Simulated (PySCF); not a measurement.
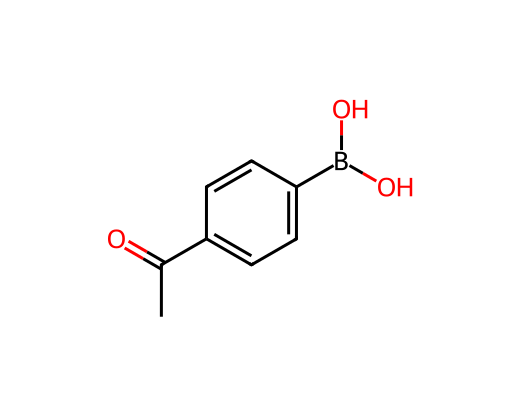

Skeletal drawing of a molecule.

Transcribe the drawing into SMILES.

CC(=O)c1ccc(B(O)O)cc1

What is the molecular formula?

C8H9BO3.

More results for the same structure follow; atom numbers are the same in all pictures, views and colours differ. Computed geometry: PBE0-D3(BJ)/def2-SVP optimisation. No frequency run is at hand to confirm it as a minimum.

## Shape

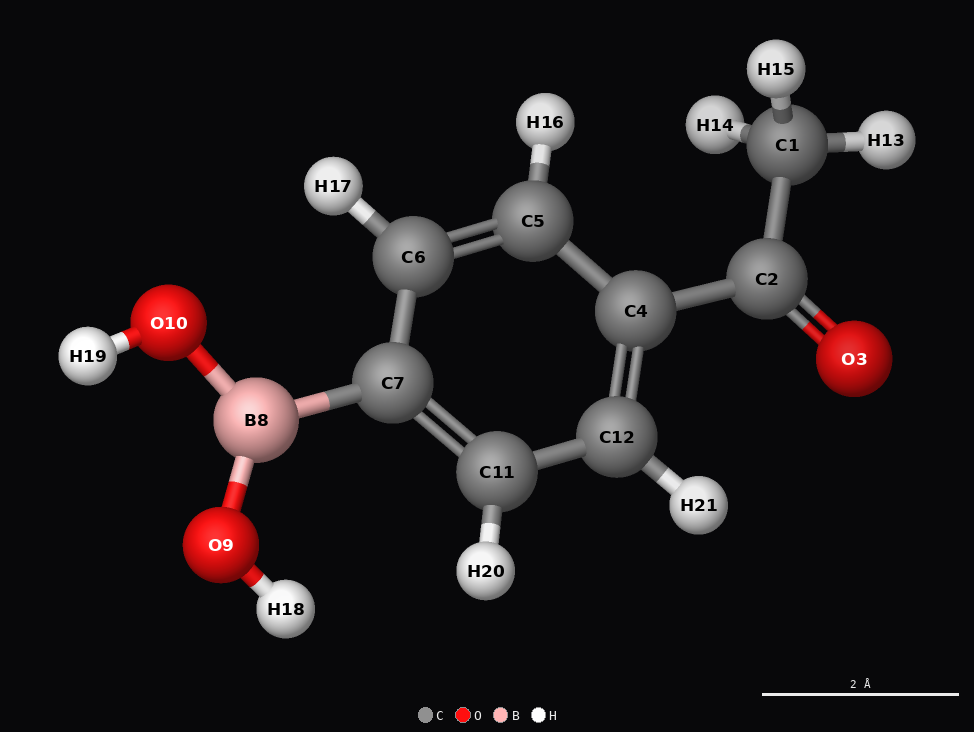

Numbered structure. No frequency run is at hand to confirm it as a minimum.

Estimate the angles C1–C2–O3, C1–C2–C4, C2–C1–H13, C2–C1–H14, C2–C4–C5, C2–C4–C12, C5–C4–C12, C5–C6–H17, C6–C7–B8, C7–C11–H20, B8–C7–C11, C11–C12–H21.

```csv
angle,degrees
C1–C2–O3,121.2
C1–C2–C4,118.4
C2–C1–H13,108.8
C2–C1–H14,111.1
C2–C4–C5,123.0
C2–C4–C12,117.8
C5–C4–C12,119.1
C5–C6–H17,120.0
C6–C7–B8,119.8
C7–C11–H20,120.3
B8–C7–C11,122.4
C11–C12–H21,121.9
```

## Dipole moment

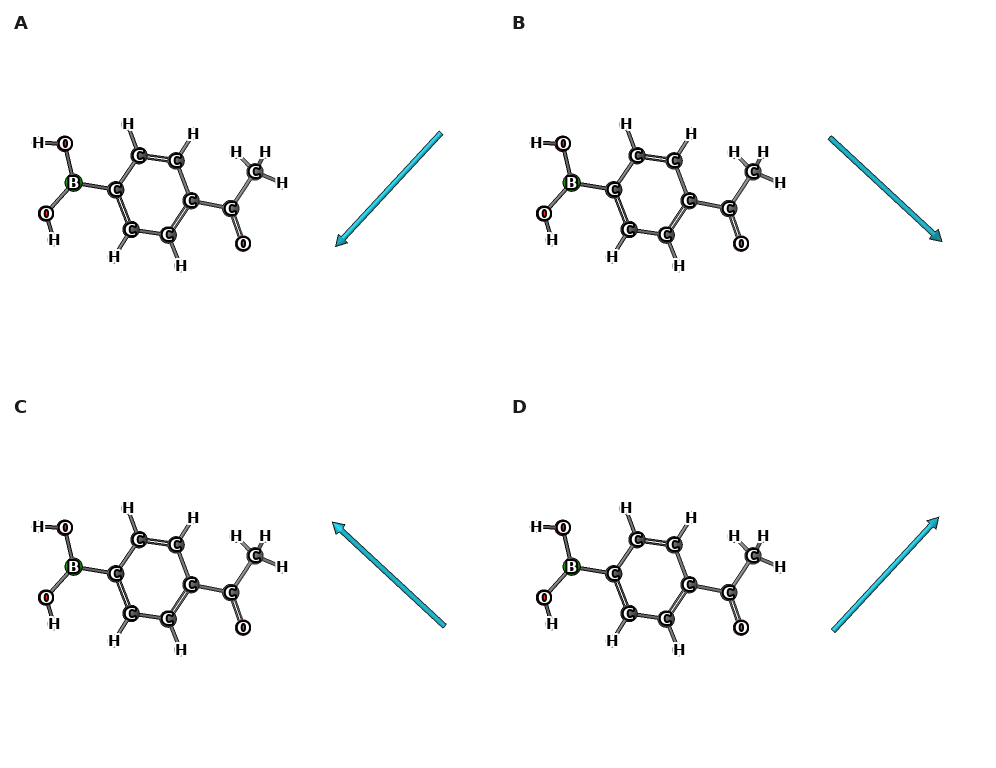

The same molecule four times, each with an arrow. No frequency run is at hand to confirm it as a minimum. Method: PBE0/pcSseg-1 in benzene (IEF-PCM) (PySCF 2.14.0).

Which arrow points along the dipole moment, from the negative to the positive end?

C. The dipole moment is 2.42 D.

## Quadrupole coupling

No frequency run is at hand to confirm it as a minimum. Electric field gradients from the ground-state density, PBE0/pcSseg-1 in benzene (IEF-PCM) (PySCF 2.14.0), non-relativistic apart from any core potentials.

Give the largest field-gradient component, the quadrupole coupling constant and the asymmetry for 17O at O3 (Q = −25.6 mb), 11B at B8 (Q = 40.59 mb), 17O at O9 (Q = −25.6 mb), 17O at O10 (Q = −25.6 mb), 2H at H13 (Q = 2.86 mb), 2H at H14 (Q = 2.86 mb), 2H at H15 (Q = 2.86 mb), 2H at H16 (Q = 2.86 mb).

| atom | V_zz (a.u.) | e²qQ/h (MHz) | η |
| --- | --- | --- | --- |
| O3 | −1.963 | 11.81 | 0.41 |
| B8 | 0.344 | 3.28 | 0.32 |
| O9 | 1.340 | −8.06 | 0.25 |
| O10 | 1.340 | −8.06 | 0.21 |
| H13 | 0.295 | 0.199 | 0.01 |
| H14 | 0.289 | 0.194 | 0.03 |
| H15 | 0.288 | 0.194 | 0.02 |
| H16 | 0.301 | 0.202 | 0.07 |

## Bond orders

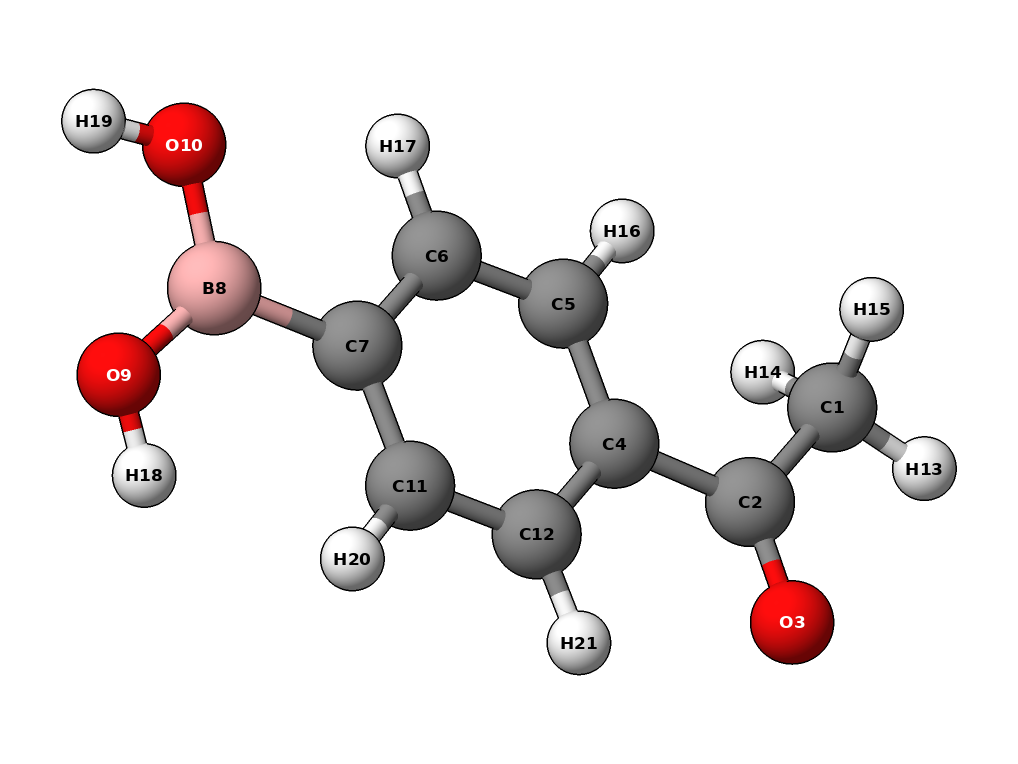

Every bond is drawn as one stick. No frequency run is at hand to confirm it as a minimum. Computed with PBE0/pcSseg-1 in benzene (IEF-PCM) (PySCF 2.14.0).

Which bond between heavy atoms has the highest Mayer bond order?

C2–O3, 1.98, at a length of 1.212 Å.

List the Mayer bond orders of C1–C2, C2–O3, C2–C4, C4–C5, C4–C12, C5–C6, C6–C7, C7–B8, C7–C11, B8–O9, B8–O10, C11–C12 (bonds between heavy atoms, one of each equivalent set).

```json
{"bond": "C1–C2", "Mayer order": "1.06", "length (Å)": "1.508"}
{"bond": "C2–O3", "Mayer order": "1.98", "length (Å)": "1.212"}
{"bond": "C2–C4", "Mayer order": "0.94", "length (Å)": "1.498"}
{"bond": "C4–C5", "Mayer order": "1.35", "length (Å)": "1.401"}
{"bond": "C4–C12", "Mayer order": "1.39", "length (Å)": "1.400"}
{"bond": "C5–C6", "Mayer order": "1.45", "length (Å)": "1.391"}
{"bond": "C6–C7", "Mayer order": "1.43", "length (Å)": "1.402"}
{"bond": "C7–B8", "Mayer order": "0.86", "length (Å)": "1.572"}
{"bond": "C7–C11", "Mayer order": "1.38", "length (Å)": "1.404"}
{"bond": "B8–O9", "Mayer order": "1.22", "length (Å)": "1.363"}
{"bond": "B8–O10", "Mayer order": "1.26", "length (Å)": "1.358"}
{"bond": "C11–C12", "Mayer order": "1.47", "length (Å)": "1.388"}
```
